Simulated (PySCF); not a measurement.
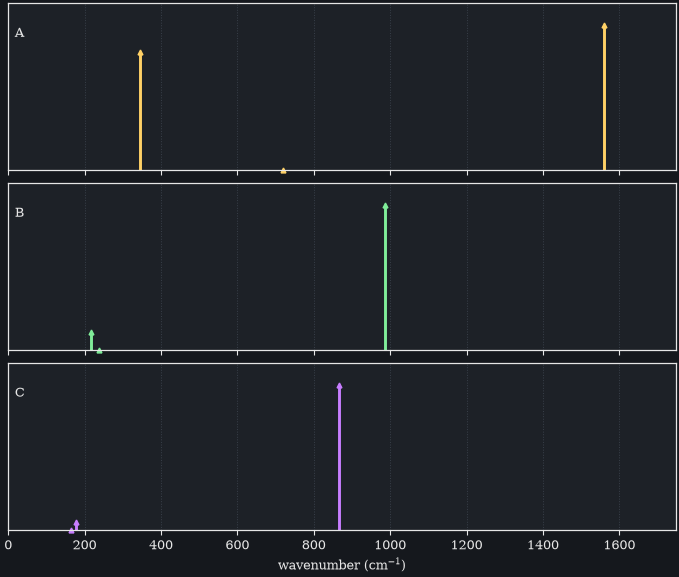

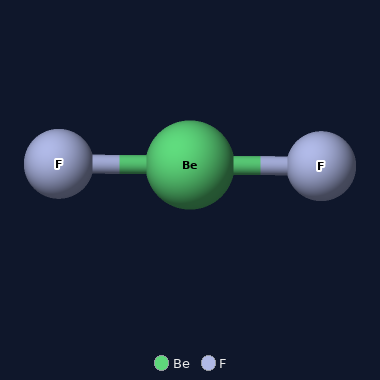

Harmonic infrared lines of BeF₂, BeBr₂ and BeI₂, all D∞h singlets, each the lowest point that its search found (BeF₂ is drawn); the ligand atom changes down one group of the periodic table. B3LYP/def2-TZVP (core potentials past Kr), PySCF, unscaled, no spin-orbit coupling; each panel is scaled to its strongest line, degenerate modes are one line with their intensities summed, and dots on the axis are modes too weak to show or inactive.

Which panel belongs to which molecule?

A: BeF₂ (strongest line 1560.1 cm⁻¹); B: BeBr₂ (strongest line 985.8 cm⁻¹); C: BeI₂ (strongest line 865.7 cm⁻¹).

How do the bond length and the stretches change along the series?

Mean bond length: BeF₂ 1.381, BeBr₂ 1.958, BeI₂ 2.170 Å, rising down the group. Highest σu+ mode: BeF₂ 1560, BeBr₂ 986, BeI₂ 866 cm⁻¹, falling down the group.

Give the modes by symmetry (cm⁻¹).

```
symmetry    BeF₂  BeBr₂   BeI₂
      πu   345.6  217.7  178.1
     σg+   719.2  237.1  165.4
     σu+  1560.1  985.8  865.7
```

Caveats, for all or some of the runs: no scalar relativity.
